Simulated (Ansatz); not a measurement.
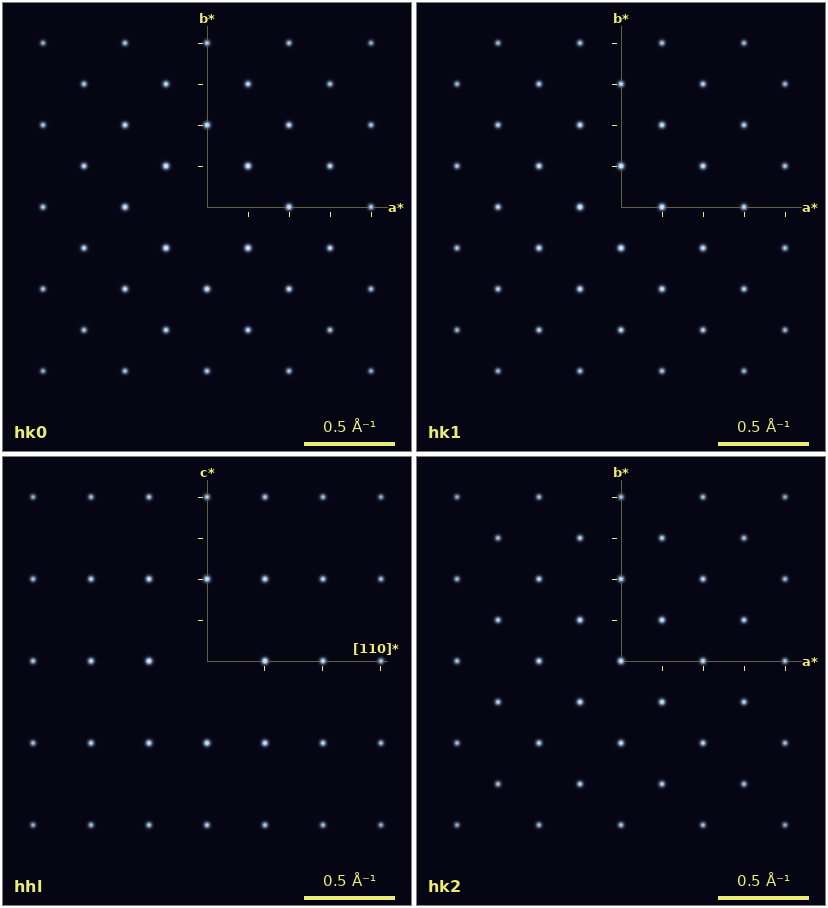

Simulated precession-type sections (X-rays; kinematic intensities, B = 0.5 Å²). The ticks mark integer indices of the conventional cell.

The compound is Eu. Structure: the input geometry of an electronic-structure calculation (not necessarily at equilibrium).

> What cell do the layers give?

a* = 0.228, b* = 0.228, c* = 0.228 Å⁻¹; the cell is cubic with a = 4.39 Å.

> Which reflection conditions do the layers show?

Reflections are present only under these conditions. hkl: h + k + l = 2n; hk0: h + k = 2n; hhl: l = 2n; h00: h = 2n. The lattice is body-centred (I).

> Which space groups fit?

The intensities have Laue symmetry m-3m (the hk0 layer shows 4mm, hk1 shows 4mm). With these conditions the candidates are I432 (No. 211), I-43m (No. 217), Im-3m (No. 229). Diffraction geometry alone does not choose among them; the structure has Im-3m.
